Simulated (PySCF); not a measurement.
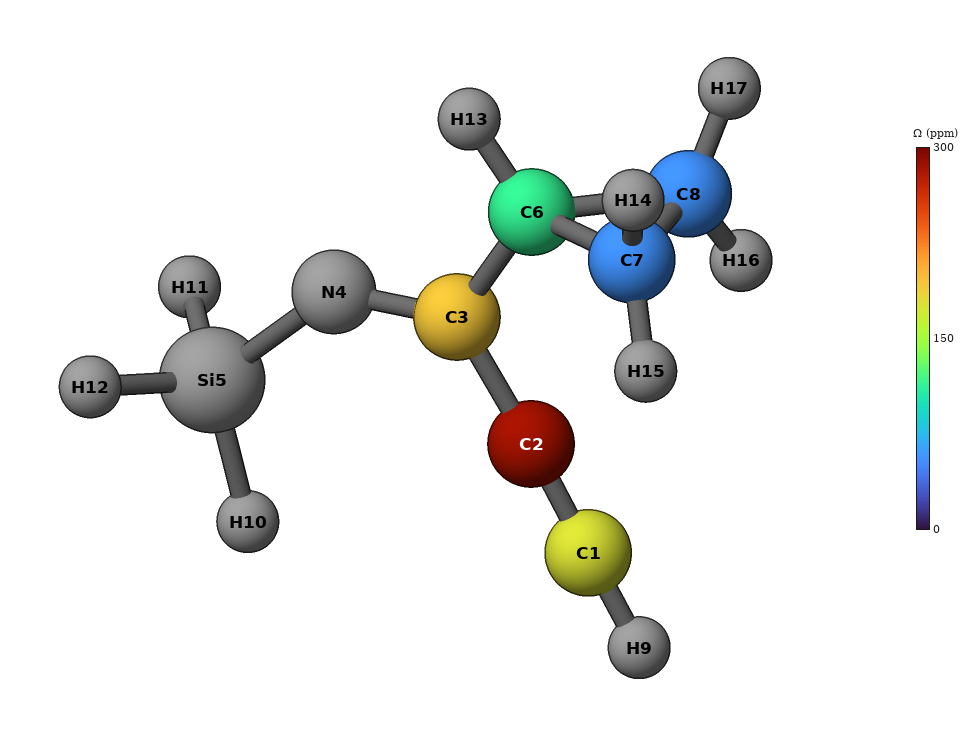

The C atoms are coloured by the span of their shielding tensor. The computed structure is the end point of a GFN2-xTB optimisation. No frequency run is at hand to confirm it as a minimum. Method: GIAO PBE0/pcSseg-1 NMR shielding, non-relativistic, gas phase (PySCF 2.14.0). Principal shieldings σ11 ≤ σ22 ≤ σ33, span Ω = σ33 − σ11, skew κ = 3(σiso − σ22)/Ω.

Question. Which C atom has the most anisotropic shielding?

Answer. C2, with a span of 283 ppm.

Give the shielding tensors of the C atoms.

```tsv
atom	σ11	σ22	σ33	σiso	Ω	κ
C1	36.1	47.0	213.0	98.7	176.9	0.88
C2	12.3	19.7	295.3	109.1	283.0	0.95
C3	−83.5	18.8	109.5	14.9	193.0	−0.06
C6	109.7	139.4	223.7	157.6	114.0	0.48
C7, C8	148.7	175.6	205.6	176.6	56.9	0.05
```

Shieldings and span in ppm.

The geometry is semi-empirical. Around Si such bond lengths and angles can be off by a tenth of an ångström or more and by several degrees, and values that hang on the shape move with them.
